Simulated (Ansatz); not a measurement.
```yaml
crystal:
  lattice:
    - [4.63433, 0.00000, 0.00000]
    - [0.00000, 3.26875, 0.00000]
    - [0.00000, 0.00000, 11.12849]
  atoms:
    - { symbol: Rb, position: [0.75000, 0.00000, 0.70815] }
    - { symbol: Rb, position: [0.25000, 0.00000, 0.29185] }
    - { symbol: Ti, position: [0.75000, 0.50000, 0.01528] }
    - { symbol: Ti, position: [0.25000, 0.50000, 0.98472] }
```

Space group Pmma; started from the AuCd (B19)_51 prototype, which need not be the ambient phase; computed without spin polarisation.

All numbers below come from DFT PBE, scalar-relativistic, plane waves, PAW in Ansatz 0.2.0.

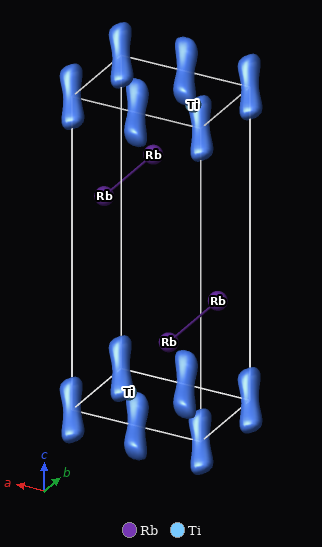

RbTi. Isosurface of the ELF at 0.65 (blue), seen at an oblique angle. Only the valence region is drawn (cores and ρ < 0.01 e/Å³ removed). Sticks mark near contacts.

Identify the bonds, lone pairs and shells in this picture.

The surface consists of two pockets between the atoms, centred on no nucleus (multi-centre or interstitial), counted in one cell of 4 atoms. Regions shared between cells count once. Along the contacts the grid gives the following. Ti–Ti (2.34 Å): the ELF is about 0.20 at the midpoint: no shared electron pair shows on this line. Rb–Rb (3.27 Å): the ELF is about 0.05 at the midpoint (no shared electron pair shows on this line).
